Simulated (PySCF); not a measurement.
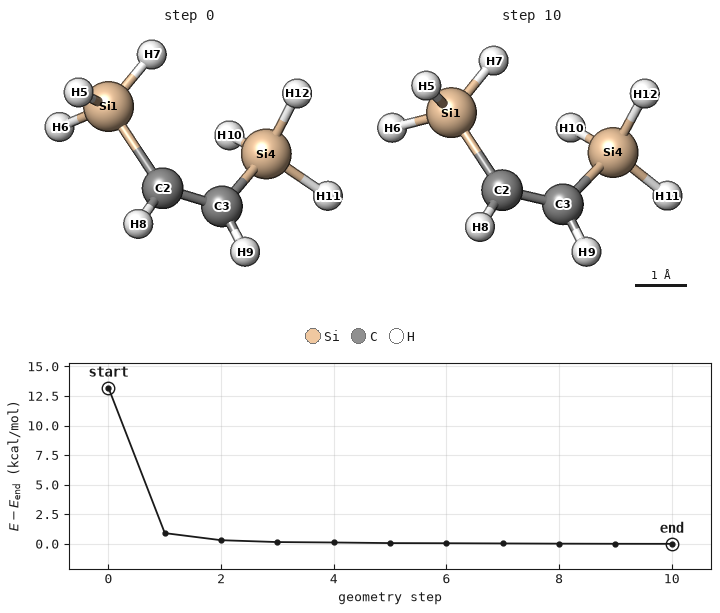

First and last geometry of a relaxation of C2H8Si2, with the history of the run. A ball-and-stick model, seen from a free direction.

The start comes from GFN2-xTB. Its atoms were then displaced at random by about 0.03 Å.

Level of theory: PBE0-D3(BJ)/def2-SVP geometry optimisation, gas phase (PySCF 2.14.0, density-fitted response routines). 

What do the curves and the structures tell?

Answer. It converged. The energy falls by 13.2 kcal/mol in 10 geometry steps. The largest move after the best rigid fit is that of H7, 0.27 Å. By element the largest moves are H 0.27 Å, Si 0.13 Å, C 0.09 Å. Near-neighbour distances that change, for instance: C3–Si4 1.779 → 1.884 Å, Si1–C2 1.977 → 1.876 Å, Si1–H5 1.405 → 1.495 Å, Si4–H11 1.577 → 1.494 Å. Bond angles that change, for instance: C2–Si1–H6 103.6° → 111.0°, Si4–C3–H9 120.1° → 115.3°, H11–Si4–H12 104.1° → 108.4°. The run took 47 s on 1 thread of AMD EPYC 7R43 64-Core Processor, on a shared host.
